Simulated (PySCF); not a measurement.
# C5H9ClO (1-chloro-3-pentanone): the cost of one run

Computed with PySCF 2.14.0 and routines of our own; the level stands in each step. Atoms count from 0.

### Step 1. The starting structure

16 atoms, charge 0, multiplicity 1; geometry from: GFN2-xTB.

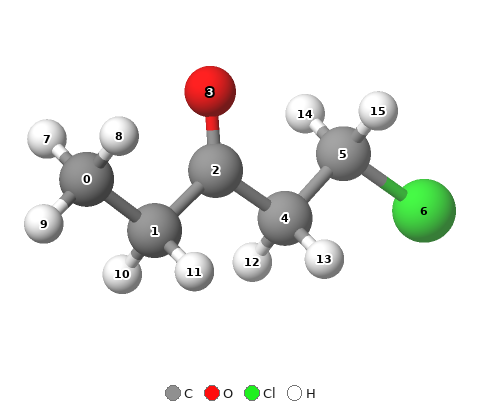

The starting geometry (carbon grey, oxygen red, chlorine green, hydrogen white).

### Step 2. Geometry optimisation at PBE0-D3(BJ)/def2-SVP

The job: settings as JSON, then the geometry in Å.

```
{"job": {"xc": "PBE0", "basis": "def2-SVP", "d3": "d3bj", "grid": 2, "kind": "geom"}, "charge": 0, "multiplicity": 1}
C     -2.576289     0.065409    -0.328595
C     -1.269223    -0.456062     0.254467
C     -0.062413     0.211328    -0.368910
O     -0.139646     1.051891    -1.225878
C      1.271217    -0.271497     0.181435
C      2.429980     0.443370    -0.492408
Cl     3.985188    -0.138928     0.156341
H     -2.605323    -0.113724    -1.400264
H     -2.658085     1.136773    -0.164441
H     -3.425956    -0.428717     0.135359
H     -1.183099    -1.533814     0.096544
H     -1.235984    -0.284155     1.332953
H      1.350411    -1.349294     0.023511
H      1.293823    -0.096203     1.259206
H      2.433457     0.255300    -1.565507
H      2.384344     1.517266    -0.314744
```

Started as:

```sh
$ OMP_NUM_THREADS=1 python excited_run.py task.json out
```

The driver reads the jobs from task.json and runs them one after another.

**Question.** How long does this first job take on 1 thread of Arm Neoverse V1, shared host, and how much memory does it need?

About 46 s, with a peak of 0.72 GiB.
